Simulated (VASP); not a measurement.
Shape and ions are relaxed at each volume.

Energy against volume of Zn (hcp). The numbers are results of PBE GGA with D3 dispersion (Becke-Johnson damping), VASP's PBE PAW potentials (set 64) (plane waves; VASP), not measurements.

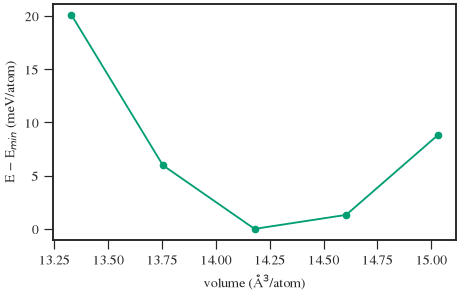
Figure. Energy against volume

Question: Estimate the equilibrium volume and the bulk modulus.

Answer: The minimum lies near 14.3 Å³/atom, and the curvature gives B0 of about 87 GPa.

Measured: bulk modulus 69.7 GPa at 0 K (computed value off by +24.9 %), as given by Vázquez-Parga, Fernández-Martínez, Viñes, J. Chem. Theory Comput. (2023), doi:10.1021/acs.jctc.3c00612, Supporting … [zero-point energy and finite temperature contributions removed].

The compound is Zn in the hcp structure. It was relaxed first, which changed the volume by -6 %.
